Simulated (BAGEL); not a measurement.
# HF/STO-3G (density fitting with qzvpp-jkfit) run of CH4BFOS (SMILES COB(F)S)

Aim: the energy change on altering one bond length of CH4BFOS at HF/STO-3G (density fitting with qzvpp-jkfit), from 2 runs. 

The calculation is run with BAGEL 1.2.2.

3 further runs of the same task are left out: 3 set aside as unsound or not needed. Runs told in other sessions of the task aren't counted.

## Step 1: The system as given

CH4BFOS has 9 atoms, charge 0, and is taken as a singlet. SMILES: `COB(F)S`. The shape is that of a PBE0-D4/def2-TZVP optimisation. This is one conformer, not always the lowest.

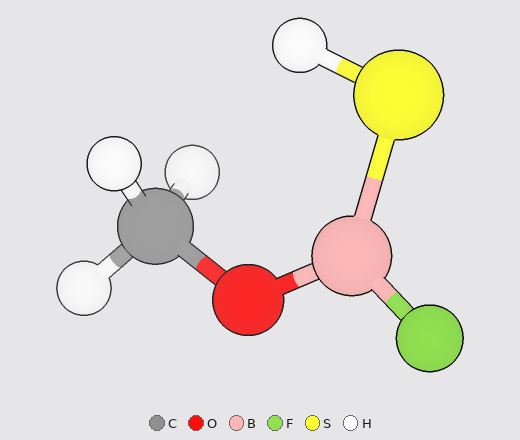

The structure, seen from a chosen angle (carbon grey, oxygen red, boron pink, fluorine green, sulfur yellow, hydrogen white).

## Step 2: The energy at HF/STO-3G (density fitting with qzvpp-jkfit)

input.json reads:

```json
{ "bagel" : [

{
  "title" : "molecule",
  "basis" : "sto-3g",
  "df_basis" : "qzvpp-jkfit",
  "angstrom" : true,
  "geometry" : [
    { "atom" : "C", "xyz" : [       0.905400,      -0.203000,       0.761200 ] },
    { "atom" : "O", "xyz" : [       0.392000,      -0.802100,      -0.406000 ] },
    { "atom" : "B", "xyz" : [      -0.675300,      -0.354100,      -1.088100 ] },
    { "atom" : "F", "xyz" : [      -1.026800,      -1.039500,      -2.170000 ] },
    { "atom" : "S", "xyz" : [      -1.708500,       1.093100,      -0.705400 ] },
    { "atom" : "H", "xyz" : [       1.235400,       0.821700,       0.566800 ] },
    { "atom" : "H", "xyz" : [       1.763400,      -0.792500,       1.081600 ] },
    { "atom" : "H", "xyz" : [       0.161700,      -0.199500,       1.563500 ] },
    { "atom" : "H", "xyz" : [      -1.047200,       1.475800,       0.396600 ] }
  ]
},

{
  "title" : "hf"
},

{
  "title" : "print",
  "file" : "orbitals.molden",
  "orbitals" : true
}

]}
```

Launch:

```console
BAGEL_NUM_THREADS=1 BAGEL input.json > input.out
```

The program printed:

```text
* using 1 threads per process

  ===============================================================
  ===============================================================

  *** Geometry ***

  { "atom" : "C", "xyz" : [      1.710958,     -0.383614,      1.438460 ] },
  { "atom" : "O", "xyz" : [      0.740773,     -1.515749,     -0.767229 ] },
  { "atom" : "B", "xyz" : [     -1.276132,     -0.669152,     -2.056211 ] },
  { "atom" : "F", "xyz" : [     -1.940371,     -1.964370,     -4.100706 ] },
  { "atom" : "S", "xyz" : [     -3.228597,      2.065660,     -1.333013 ] },
  { "atom" : "H", "xyz" : [      2.334568,      1.552788,      1.071097 ] },
  { "atom" : "H", "xyz" : [      3.332343,     -1.497608,      2.043928 ] },
  { "atom" : "H", "xyz" : [      0.305569,     -0.377000,      2.954587 ] },
  { "atom" : "H", "xyz" : [     -1.978921,      2.788858,      0.749465 ] },

  Number of auxiliary basis functions:      504

  Since a DF basis is specified, we compute 2- and 3-index integrals:
    o Being stored without compression. Storage requirement is 0.004 GB

  Number of basis functions:       33
  Number of electrons      :       48

    * METHOD: MOLECULE                             0.15

  *** RHF ***

  === Nuclear Repulsion ===
   215.2697265317

      * DIIS with orbital gradients will be used.

  === RHF iteration (sto-3g) ===
      0       -629.19094630          0.01764599           0.02
      1       -629.29364546          0.00468348           0.02
      2       -629.30027561          0.00083258           0.02
      3       -629.30063101          0.00014545           0.02
      4       -629.30064255          0.00004855           0.02
      5       -629.30064420          0.00001270           0.02
      6       -629.30064433          0.00000255           0.02
      7       -629.30064433          0.00000079           0.01
      8       -629.30064433          0.00000018           0.01
      9       -629.30064433          0.00000005           0.01
     10       -629.30064433          0.00000001           0.02
     11       -629.30064433          0.00000000           0.02
    * SCF iteration converged.

    * Permanent dipole moment:
           (   -0.470677,    -0.290931,    -0.803904) a.u.

    * METHOD: HF                                   0.29

    * METHOD: PRINT                                0.00

  ===============================================================
```

It took 0.58 s on 1 thread of Intel Xeon 6975P-C (Granite Rapids), shared host.

## Step 3: The distorted shape, same level

input.json reads:

```json
{ "bagel": [

{
  "title": "molecule",
  "basis": "sto-3g",
  "df_basis": "qzvpp-jkfit",
  "angstrom": true,
  "geometry": [
    { "atom": "C", "xyz": [       0.806406,      -0.510391,       0.819516 ] },
    { "atom": "O", "xyz": [       0.293006,      -1.109491,      -0.347684 ] },
    { "atom": "B", "xyz": [      -0.774294,      -0.661491,      -1.029784 ] },
    { "atom": "F", "xyz": [      -1.125794,      -1.346891,      -2.111684 ] },
    { "atom": "S", "xyz": [      -1.807494,       0.785709,      -0.647084 ] },
    { "atom": "H", "xyz": [       1.235400,       0.821700,       0.566800 ] },
    { "atom": "H", "xyz": [       1.664406,      -1.099891,       1.139916 ] },
    { "atom": "H", "xyz": [       0.062706,      -0.506891,       1.621816 ] },
    { "atom": "H", "xyz": [      -1.146194,       1.168409,       0.454916 ] }
  ]
},

{
  "title": "hf",
  "charge": 0
},

{
  "title": "print",
  "file": "orbitals.molden",
  "orbitals": true
}

]}
```

Launch:

```console
BAGEL_NUM_THREADS=1 BAGEL input.json > input.out
```

The program printed:

```text
* using 1 threads per process

  ===============================================================
  ===============================================================

  *** Geometry ***

  { "atom" : "C", "xyz" : [      1.523886,     -0.964499,      1.548661 ] },
  { "atom" : "O", "xyz" : [      0.553701,     -2.096634,     -0.657028 ] },
  { "atom" : "B", "xyz" : [     -1.463204,     -1.250037,     -1.946010 ] },
  { "atom" : "F", "xyz" : [     -2.127442,     -2.545255,     -3.990504 ] },
  { "atom" : "S", "xyz" : [     -3.415669,      1.484775,     -1.222812 ] },
  { "atom" : "H", "xyz" : [      2.334568,      1.552788,      1.071097 ] },
  { "atom" : "H", "xyz" : [      3.145272,     -2.078493,      2.154129 ] },
  { "atom" : "H", "xyz" : [      0.118497,     -0.957885,      3.064788 ] },
  { "atom" : "H", "xyz" : [     -2.165993,      2.207973,      0.859667 ] },

  Number of auxiliary basis functions:      504

  Since a DF basis is specified, we compute 2- and 3-index integrals:
    o Being stored without compression. Storage requirement is 0.004 GB

  Number of basis functions:       33
  Number of electrons      :       48

    * METHOD: MOLECULE                             0.14

  *** RHF ***

  === Nuclear Repulsion ===
   214.1364393256

      * DIIS with orbital gradients will be used.

  === RHF iteration (sto-3g) ===
      0       -629.13108650          0.01802355           0.02
      1       -629.23726497          0.00497032           0.02
      2       -629.24471036          0.00088080           0.02
      3       -629.24511972          0.00013713           0.01
      4       -629.24513039          0.00004986           0.01
      5       -629.24513199          0.00001249           0.01
      6       -629.24513211          0.00000256           0.02
      7       -629.24513211          0.00000066           0.02
      8       -629.24513212          0.00000016           0.02
      9       -629.24513212          0.00000005           0.01
     10       -629.24513212          0.00000001           0.01
     11       -629.24513212          0.00000000           0.01
    * SCF iteration converged.

    * Permanent dipole moment:
           (   -0.429440,    -0.238593,    -0.793107) a.u.

    * METHOD: HF                                   0.30

    * METHOD: PRINT                                0.00

  ===============================================================
```

Run time: 0.6 s. Hardware: 1 thread of Intel Xeon 6975P-C (Granite Rapids), shared host.

## Step 4: Outcome

Level: HF/STO-3G (density fitting with qzvpp-jkfit).

| quantity | value |
| --- | --- |
| first shape: total energy | -629.30064 Eh |
| first shape: dipole moment | 2.48 D |
| first shape: HOMO energy | -7.62 eV |
| first shape: LUMO energy | 9.26 eV |
| first shape: HOMO–LUMO gap | 16.88 eV |
| distorted shape: total energy | -629.24513 Eh |
| distorted shape: dipole moment | 2.37 D |
| distorted shape: HOMO energy | -7.63 eV |
| distorted shape: LUMO energy | 9.02 eV |
| distorted shape: HOMO–LUMO gap | 16.65 eV |
| energy change with the C1–H6 bond stretched from 1.094 to 1.422 Å | 1.511 eV |

In words: With the C1–H6 bond stretched from 1.094 to 1.422 Å the energy rises by 1.51 eV (35 kcal/mol). The first shape isn't relaxed at this level, so the change isn't measured from a minimum. The minimal basis adds a large error of its own.
